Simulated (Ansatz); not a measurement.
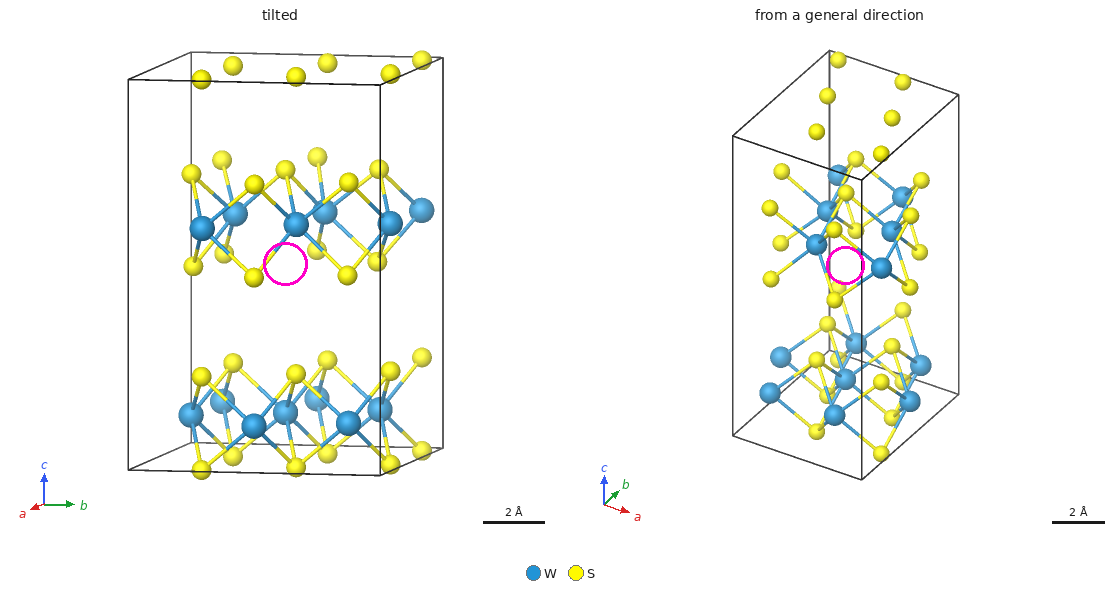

Ball-and-stick drawing of the structure, looking slightly off an axis and from a general direction. The frame is the supercell; atoms at its boundary are shown with their periodic copies. The host is WS2, in a cell of 36 sites, and the cell carries a charge of -1. A ring marks the defect's site.

What kind of defect was put in?

Answer. A sulfur vacancy. Around the empty site lie three W at about 2.3 to 2.4 Å.

The atoms were relaxed in the host's cell with DFT r2SCAN, scalar-relativistic, plane waves, PAW (Ansatz 0.2.0).
